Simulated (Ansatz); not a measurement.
# C2H8AlBSi: up Jacob's ladder to CCSD(T), part 2 of 2

Ansatz 0.2.0, Gaussian basis; functionals in def2-TZVPP, the program's frozen cores in correlated methods.

### 18 B2PLYP (double hybrid)

The input, in.yaml:

```yaml
crystal:
  periodic: [false, false, false]
  atoms:
    - {symbol: Al, position_ang: [-2.487045, -0.000091, 0.250274]}
    - {symbol: Si, position_ang: [-0.112633, -0.360239, 0.697290]}
    - {symbol: C, position_ang: [1.107030, 1.141565, 0.426335]}
    - {symbol: B, position_ang: [1.082797, 0.418394, -0.938386]}
    - {symbol: C, position_ang: [1.002452, -1.108404, -0.717507]}
    - {symbol: H, position_ang: [-3.598818, -0.339836, 1.333670]}
    - {symbol: H, position_ang: [-2.919654, 0.597249, -1.155568]}
    - {symbol: H, position_ang: [0.220279, -1.026684, 1.986586]}
    - {symbol: H, position_ang: [0.822909, 2.185857, 0.509230]}
    - {symbol: H, position_ang: [1.886968, 0.878790, 1.145111]}
    - {symbol: H, position_ang: [0.602074, 0.935370, -1.909259]}
    - {symbol: H, position_ang: [1.774620, -1.589900, -0.112479]}
    - {symbol: H, position_ang: [0.639221, -1.766569, -1.500398]}
basis:
  gaussian: {orbitals: def2-TZVPP}
hamiltonian: {xc: {name: B2PLYP}}
```

The run is started by

```console
$ ansatz run in.yaml --threads 4 --pin off --events-out ev --progress --plain --max-ram 10444MiB
```

What it wrote (excerpt; [...] marks lines left out):

```text
Functional definition: B2PLYP
  name "B2PLYP"
  cite "Grimme, J. Chem. Phys. 124, 034108 (2006) doi:10.1063/1.2148954"
  cite "Becke, Phys. Rev. A 38, 3098 (1988) doi:10.1103/PhysRevA.38.3098"
  cite "Lee, Yang & Parr, Phys. Rev. B 37, 785 (1988) doi:10.1103/PhysRevB.37.785"
[...]
1666 factors; integrals over basis functions are off by at most 1.3e-3 eV
[...]
mean field -17340.57287266 eV, -637.2542992079 hartree, gradient 1.6e-6 eV, S^2 0.000000; 0 other end points of the search recorded, 0 dependent functions left out
13 core orbitals not correlated: weight in the atoms' cores, before any rotation towards them, 1.000 or more for the frozen orbitals, at most 0.000 for the correlated occupied ones
reference -17340.57308361 eV, -637.2543069600 hartree; 13, 13 occupied and 263, 263 virtual orbitals, 1666 factors
second order -21.63539975 eV of doubles, -0.00000000 eV of singles
Total energy: -17346.41464154 eV, -637.4689802545 hartree
```

It took 2.6 s on 4 threads of AMD EPYC 9R45, shared host; peak memory 0.87 GiB.

With the free atoms at this level, -17300.454 eV in sum, the atomisation energy is 1059.9 kcal/mol.

### 19 PBE-QIDH (double hybrid)

in.yaml: that of step 18 with these lines changed.

```diff
@@ -18,2 +18,2 @@
   gaussian: {orbitals: def2-TZVPP}
-hamiltonian: {xc: {name: B2PLYP}}
+hamiltonian: {xc: {name: PBE-QIDH}}
```

The command is unchanged.

What it wrote (excerpt; [...] marks lines left out):

```text
Functional definition: PBE-QIDH
  name "PBE-QIDH"
  cite "Brémond, Sancho-García, Pérez-Jiménez & Adamo, J. Chem. Phys. 141, 031101 (2014) doi:10.1063/1.4890314"
  cite "Perdew, Burke & Ernzerhof, Phys. Rev. Lett. 77, 3865 (1996) doi:10.1103/PhysRevLett.77.3865"
[...]
1666 factors; integrals over basis functions are off by at most 1.3e-3 eV
[...]
mean field -17333.86278684 eV, -637.0077081021 hartree, gradient 5.0e-6 eV, S^2 0.000000; 0 other end points of the search recorded, 0 dependent functions left out
13 core orbitals not correlated: weight in the atoms' cores, before any rotation towards them, 1.000 or more for the frozen orbitals, at most 0.000 for the correlated occupied ones
reference -17333.86280352 eV, -637.0077087150 hartree; 13, 13 occupied and 263, 263 virtual orbitals, 1666 factors
second order -20.03551375 eV of doubles, -0.00000000 eV of singles
Total energy: -17340.54130810 eV, -637.2531392316 hartree
```

It took 2.6 s on 4 threads of AMD EPYC 9R45, shared host; peak memory 0.87 GiB.

With the free atoms at this level, -17294.028 eV in sum, the atomisation energy is 1072.6 kcal/mol.

### 20 Orbital energies across the functionals

Dipoles come from the runs that computed forces. Levels, from each run's orbital file:

```csv
functional,HOMO (eV),LUMO (eV),gap (eV),dipole (D)
LDA (SPW92),-6.37,-3.17,3.21,
PBE-D4,-6.27,-2.94,3.33,0.97
revPBE-D4,-6.22,-2.84,3.38,
BLYP-D4,-6.12,-2.81,3.31,
r2SCAN-D4,-6.48,-2.71,3.77,0.95
B97M-V,-6.55,-2.90,3.65,
PBE0-D4,-7.33,-2.20,5.13,
B3LYP-D4,-7.13,-2.38,4.75,0.96
r2SCANh-D4,-6.87,-2.45,4.42,
r2SCAN0-D4,-7.46,-2.07,5.39,
HSE06-D4,-6.94,-2.56,4.37,
BHLYP-D4,-8.27,-1.41,6.86,
CAM-B3LYP-D4,-8.58,-1.26,7.32,
LC-ωPBE,-9.89,-0.21,9.68,
ωB97X-V,-9.55,-0.32,9.23,
ωB97M-V,-9.34,-0.59,8.75,1.00
```

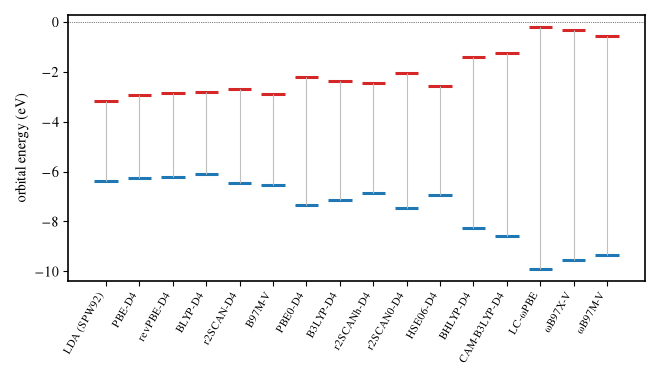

Highest occupied (blue) and lowest empty (red) level by functional.

### 21 CCSD(T) in def2-SVP

in.yaml: that of step 19 with these lines changed.

```diff
@@ -17,3 +17,3 @@
 basis:
-  gaussian: {orbitals: def2-TZVPP}
-hamiltonian: {xc: {name: PBE-QIDH}}
+  gaussian: {orbitals: def2-SVP}
+correlation: {method: ccsd_t}
```

Same command.

What it wrote (excerpt; [...] marks lines left out):

```text
Functional definition: HF
  name "HF"
  cite "Fock, Z. Phys. 61, 126 (1930) doi:10.1007/BF01340294"
  parent pbe
[...]
1174 factors; integrals over basis functions are off by at most 1.1e-3 eV
[...]
mean field -17296.78265142 eV, -635.6450382592 hartree, gradient 2.8e-6 eV, S^2 0.000000; 0 other end points of the search recorded, 0 dependent functions left out
13 core orbitals not correlated: weight in the atoms' cores, before any rotation towards them, 1.000 or more for the frozen orbitals, at most 0.000 for the correlated occupied ones
reference -17296.78265142 eV, -635.6450382592 hartree; 13, 13 occupied and 92, 92 virtual orbitals, 1174 factors
second order -14.34899833 eV of doubles, -0.00000000 eV of singles
cycle   1  -15.53031132 eV  change    -1.2e0 eV  update   9.8e-2
[...]
cycle  10  -16.12071923 eV  change    1.2e-5 eV  update   1.4e-5
perturbative correction -0.55579187 eV, -0.0204249746 hartree
Total energy: -17313.45916252 eV, -636.2578887384 hartree
```

Wall time 1.7 s (4 threads of AMD EPYC 9R45, shared host).

### 22 CCSD(T) in def2-TZVPP

in.yaml: that of step 21 with these lines changed.

```diff
@@ -17,3 +17,4 @@
 basis:
-  gaussian: {orbitals: def2-SVP}
+  gaussian: {orbitals: def2-TZVPP}
 correlation: {method: ccsd_t}
+output: {orbitals: {seedname: orbitals}}
```

The command is unchanged.

What it wrote (excerpt; [...] marks lines left out):

```text
Functional definition: HF
  name "HF"
  cite "Fock, Z. Phys. 61, 126 (1930) doi:10.1007/BF01340294"
  parent pbe
[...]
1666 factors; integrals over basis functions are off by at most 1.3e-3 eV
[...]
mean field -17304.91972917 eV, -635.9440703509 hartree, gradient 1.3e-6 eV, S^2 0.000000; 0 other end points of the search recorded, 0 dependent functions left out
13 core orbitals not correlated: weight in the atoms' cores, before any rotation towards them, 1.000 or more for the frozen orbitals, at most 0.000 for the correlated occupied ones
reference -17304.91972917 eV, -635.9440703509 hartree; 13, 13 occupied and 263, 263 virtual orbitals, 1666 factors
second order -17.61705818 eV of doubles, -0.00000000 eV of singles
cycle   1  -18.59724541 eV  change   -9.8e-1 eV  update   1.0e-1
[...]
cycle  10  -19.22493239 eV  change    2.1e-5 eV  update   1.9e-5
perturbative correction -0.83066432 eV, -0.0305263507 hartree
Total energy: -17324.97532588 eV, -636.6810999360 hartree
```

Run time: 47 s. Hardware: 4 threads of AMD EPYC 9R45, shared host; peak memory 8.4 GiB.

### 23 MP2 in def2-QZVPP

in.yaml: that of step 22 with these lines changed.

```diff
@@ -17,4 +17,3 @@
 basis:
-  gaussian: {orbitals: def2-TZVPP}
-correlation: {method: ccsd_t}
-output: {orbitals: {seedname: orbitals}}
+  gaussian: {orbitals: "def2-QZVPP.json"}
+correlation: {method: mp2}
```

Same command.

What it wrote (excerpt; [...] marks lines left out):

```text
Functional definition: HF
  name "HF"
  cite "Fock, Z. Phys. 61, 126 (1930) doi:10.1007/BF01340294"
  parent pbe
[...]
3223 factors; integrals over basis functions are off by at most 8.2e-4 eV
[...]
mean field -17305.47868225 eV, -635.9646114980 hartree, gradient 3.3e-6 eV, S^2 0.000000; 0 other end points of the search recorded, 0 dependent functions left out
13 core orbitals not correlated: weight in the atoms' cores, before any rotation towards them, 1.000 or more for the frozen orbitals, at most 0.000 for the correlated occupied ones
reference -17305.47868225 eV, -635.9646114980 hartree; 13, 13 occupied and 525, 525 virtual orbitals, 3223 factors
second order -18.76266474 eV of doubles, -0.00000000 eV of singles
Total energy: -17324.24134699 eV, -636.6541267093 hartree
```

Run time: 11 s. Hardware: 4 threads of AMD EPYC 9R45, shared host; peak memory 4.3 GiB.

The pieces so far (eV):

```csv
basis,HF,MP2 correlation,CCSD correlation,(T),total
def2-SVP,-17296.7827,-14.3490,-16.1207,-0.5558,-17313.4592
def2-TZVPP,-17304.9197,-17.6171,-19.2249,-0.8307,-17324.9753
def2-QZVPP,-17305.4787,-18.7627,,,-17324.2413 (MP2)
```

The report of the def2-TZVPP run gives T1 = 0.0132.

### 24 From triple and quadruple zeta to the limit

This step is arithmetic on the last runs, with X = 3 and 4: exp(−7.88√X) for Hartree-Fock, X^−2.97 for correlation; only MP2 was run in the larger set, so CCSD(T) minus MP2 is added from the smaller one.

```
  level  energy at the limit (eV)
     HF               -17305.5557
    MP2               -17325.1669
   CCSD               -17326.7748
CCSD(T)               -17327.6055
```

### 25 RPA on PBE orbitals

in.yaml: that of step 23 with these lines changed.

```diff
@@ -17,3 +17,4 @@
 basis:
-  gaussian: {orbitals: "def2-QZVPP.json"}
-correlation: {method: mp2}
+  gaussian: {orbitals: def2-TZVPP}
+hamiltonian: {xc: pbe}
+correlation: {method: rpa}
```

Same command.

What it wrote (excerpt; [...] marks lines left out):

```text
Functional definition: PBE
  name "PBE"
  cite "Perdew, Burke & Ernzerhof, Phys. Rev. Lett. 77, 3865 (1996) doi:10.1103/PhysRevLett.77.3865"
  parent pbe
[...]
1666 factors; integrals over basis functions are off by at most 1.3e-3 eV
[...]
mean field -17343.65910090 eV, -637.3677160038 hartree, gradient 1.2e-6 eV, S^2 0.000000; 1 other end points of the search recorded, 0 dependent functions left out
13 core orbitals not correlated: weight in the atoms' cores, before any rotation towards them, 1.000 or more for the frozen orbitals, at most 0.000 for the correlated occupied ones
reference -17303.33412687 eV, -635.8858005414 hartree; 13, 13 occupied and 263, 263 virtual orbitals, 1666 factors
Total energy: -17335.12502347 eV, -637.0540944427 hartree
```

Run time: 2.5 s. Hardware: 4 threads of AMD EPYC 9R45, shared host; peak memory 0.9 GiB.

RPA correlation: -31.791 eV. No RPA run of the hydrogen atom was made, so RPA has no atomisation energy below.

### 26 All levels against the reference

Atomisation energy = energies of 1 Al, 1 Si, 2 C, 1 B, 8 H (separate runs, same level) minus the molecule's; electronic only, no spin-orbit term.

Differences are taken before rounding.

```
            method             rung  atoms, summed (eV)  atomisation energy (kcal/mol)  from CCSD(T)/CBS (kcal/mol)    time
       LDA (SPW92)              LDA          -17214.467                         1205.4                       +134.1  0.75 s
            PBE-D4              GGA          -17296.903                         1085.3                        +13.9   1.4 s
         revPBE-D4              GGA          -17306.621                         1065.3                         -6.1   1.1 s
           BLYP-D4              GGA          -17308.541                         1062.1                         -9.3   1.2 s
         r2SCAN-D4         meta-GGA          -17305.731                         1081.4                        +10.0     2 s
            B97M-V         meta-GGA          -17305.795                         1087.9                        +16.5   3.4 s
           PBE0-D4           hybrid          -17299.252                         1078.1                         +6.8   1.5 s
          B3LYP-D4           hybrid          -17311.334                         1072.2                         +0.9   2.3 s
        r2SCANh-D4           hybrid          -17305.726                         1077.7                         +6.4   2.2 s
        r2SCAN0-D4           hybrid          -17305.732                         1072.6                         +1.3   2.1 s
          HSE06-D4           hybrid          -17298.668                         1078.7                         +7.3   1.6 s
          BHLYP-D4           hybrid          -17308.722                         1055.4                        -16.0   1.4 s
      CAM-B3LYP-D4  range-separated          -17307.805                         1075.7                         +4.3   1.7 s
           LC-ωPBE  range-separated          -17302.591                         1072.8                         +1.4   1.3 s
           ωB97X-V  range-separated          -17306.044                         1078.8                         +7.4   3.4 s
           ωB97M-V  range-separated          -17306.311                         1076.8                         +5.4   4.8 s
            B2PLYP    double hybrid          -17300.454                         1059.9                        -11.5   2.6 s
          PBE-QIDH    double hybrid          -17294.028                         1072.6                         +1.2   2.6 s
     HF/def2-TZVPP     wavefunction          -17269.461                          817.7                       -253.7        
    MP2/def2-TZVPP     wavefunction          -17276.737                         1056.2                        -15.2        
   CCSD/def2-TZVPP     wavefunction          -17279.324                         1033.6                        -37.8        
  CCSD(T)/def2-SVP     wavefunction          -17269.226                         1020.0                        -51.3   1.7 s
CCSD(T)/def2-TZVPP     wavefunction          -17279.569                         1047.1                        -24.3    47 s
           MP2/CBS     wavefunction          -17278.314                         1080.4                         +9.1        
       CCSD(T)/CBS     wavefunction          -17281.147                         1071.4                            0    58 s
```

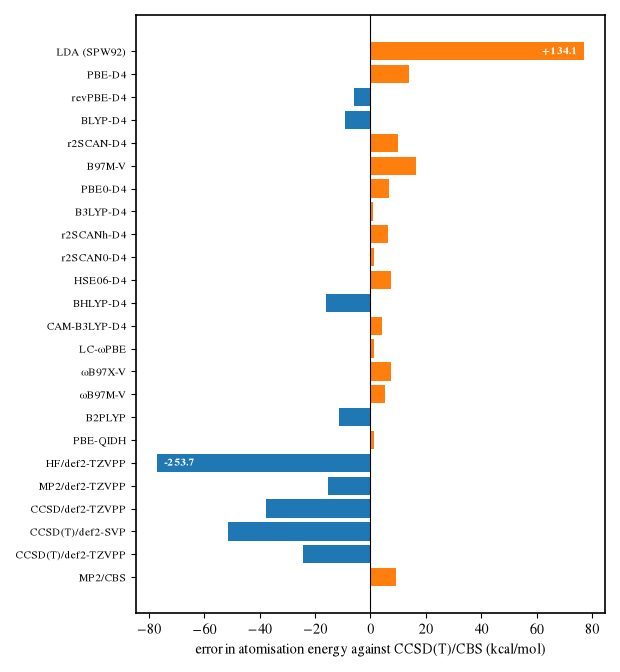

How far each level lands from CCSD(T)/CBS. Bars with a number in them are cut short.

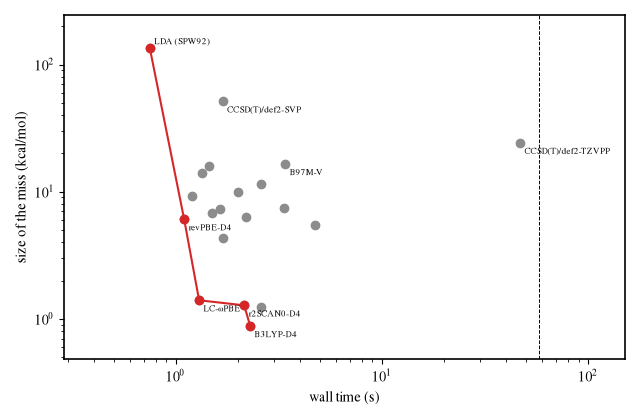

Accuracy for the time spent; red marks the levels that beat every quicker one drawn (of those quicker than the yardstick), and the dashed line is the time of CCSD(T)/CBS. Only those levels and the largest misses are named. Times are from a shared host.

LDA (SPW92), LC-ωPBE, B2PLYP, PBE-QIDH carry no dispersion term (for B3LYP, D4 adds 11.4 kcal/mol).

Times are those of the molecule's run; HF, MP2 and CCSD come out of the CCSD(T) runs, and the limit's time is the sum of the runs that it needs.

### 27 What came out

What follows sums up all 2 parts.

| quantity | value |
| --- | --- |
| atomisation energy, CCSD(T)/CBS | 1071.4 kcal/mol |
| functionals within 5.4 kcal/mol (0.5 %) | B3LYP-D4, r2SCAN0-D4, CAM-B3LYP-D4, LC-ωPBE, PBE-QIDH |
| farthest beyond LDA | B97M-V (+16.5 kcal/mol) |
| mean size of error, GGA | 9.8 kcal/mol |
| mean size of error, meta-GGA | 13.3 kcal/mol |
| mean size of error, hybrid | 6.4 kcal/mol |
| mean size of error, range-separated | 4.6 kcal/mol |
| mean size of error, double hybrid | 6.4 kcal/mol |
| gap, smallest and largest | 3.21 eV (LDA (SPW92)), 9.68 eV (LC-ωPBE) |
| T1 diagnostic | 0.0132 |
| triples share of the correlation energy | 4.1 % |

What this shows: The LDA atomisation energy is off by 134.1 kcal/mol (13 %): it overbinds. PBE-D4 is off by +13.9 kcal/mol. Double hybrids carry the basis error of their MP2 part in triple zeta, and no dispersion term here, so their miss is partly the set-up's. By mean error the best rung here is range-separated (4.6 kcal/mol) and the worst beyond LDA is meta-GGA (13.3 kcal/mol). GGA functionals lie within the reference's doubt of that worst mean (9.8 kcal/mol), so those two tie. The gap between the best rungs is small, so their order is not settled. The reference freezes the cores and leaves out relativity and excitations past (T), so misses under about 5.4 kcal/mol can't be ranked. Hartree-Fock recovers 76 % of the binding; the rest is correlation. CCSD(T) in def2-SVP is off by -51.3 kcal/mol, so the small basis spoils what the method gains. Orbital gaps span 3.2 to 9.7 eV; exact exchange widens them.

B3LYP-D4 reaches 0.9 kcal/mol from the reference in 2.3 s, where CCSD(T)/CBS took 58 s; the quickest level in the cost chart, LDA (SPW92), takes 0.75 s and misses by 134.1 kcal/mol.
